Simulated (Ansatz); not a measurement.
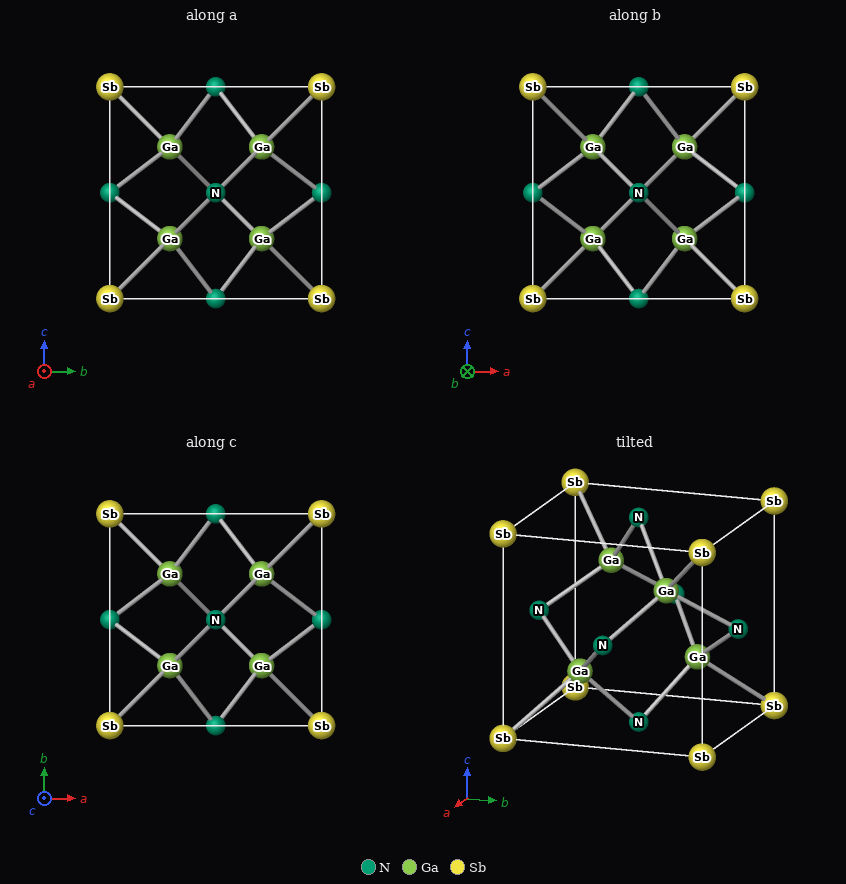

A ball-and-stick rendering, viewed along the a axis, along the b axis, along the c axis and slightly off an axis. The parallelepiped is the conventional unit cell.

Lattice parameters: a = 4.994 Å, b = 4.994 Å, c = 4.994 Å, α = 90.00°, β = 90.00°, γ = 90.00°. Put a along x and b in the xy plane.

Question: Transcribe the picture into a POSCAR file, with free fractional coordinates to two decimals.

Answer:
```
N Ga Sb
1.0
     4.994    0.000    0.000
     0.000    4.994    0.000
     0.000    0.000    4.994
N Ga Sb
3 4 1
Direct
  0.00 0.50 0.50
  0.50 0.00 0.50
  0.50 0.50 0.00
  0.72 0.28 0.28
  0.28 0.72 0.28
  0.28 0.28 0.72
  0.72 0.72 0.72
  0.00 0.00 0.00
```

The model was built from a structure type filled with these elements by a generator (whether the compound takes this form wasn't checked). The geometry was optimised with Ansatz, DFT, PBE, plane waves, PAW.
